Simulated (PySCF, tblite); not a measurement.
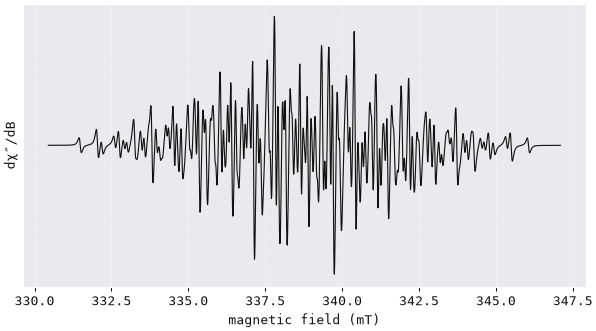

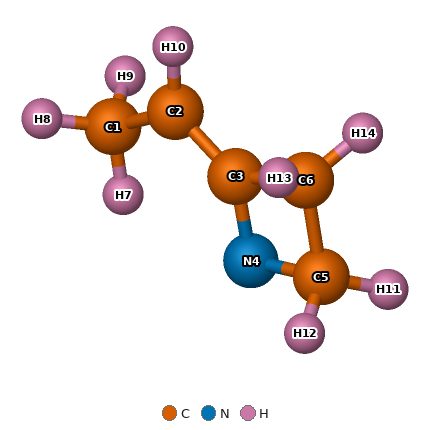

First-order isotropic EPR spectrum (fast tumbling, first derivative) of C₅H₈N, SMILES C[CH]C1=NCC1, doublet at 9.50 GHz, Lorentzian lines of 0.13 mT full width at half height, from computed g and hyperfine couplings (B3LYP/pcH-1 with PySCF, at a GFN2-xTB geometry (a minimum by its frequencies), gas phase); values of one conformer, averaged over methyl-type rotors alone; other conformers aren't averaged in; no vibrational averaging; dilute isotopes left out. The SMILES is one Lewis form and needn't show where the spin sits.

Q: Which couplings does the calculation give? The spectrum shows the sizes of those above the line width, not their signs.

A:
| nuclei | isotope | a (mT) | a (MHz) |
| --- | --- | --- | --- |
| H11, H12 | ¹H | 2.59 | 72.7 |
| H7, H8, H9 | ¹H | 1.77 | 49.6 |
| H10 | ¹H | −1.52 | −42.7 |
| N4 | ¹⁴N | 0.71 | 20.0 |
| H13, H14 | ¹H | −0.56 | −15.7 |

Q: What is the g value, and how wide is the spectrum?

A: g_iso = 2.0036, which centres the spectrum at 338.8 mT; it spans 14.6 mT.

Caveats: the tight-binding geometry is rougher than a DFT one and adds to the error.
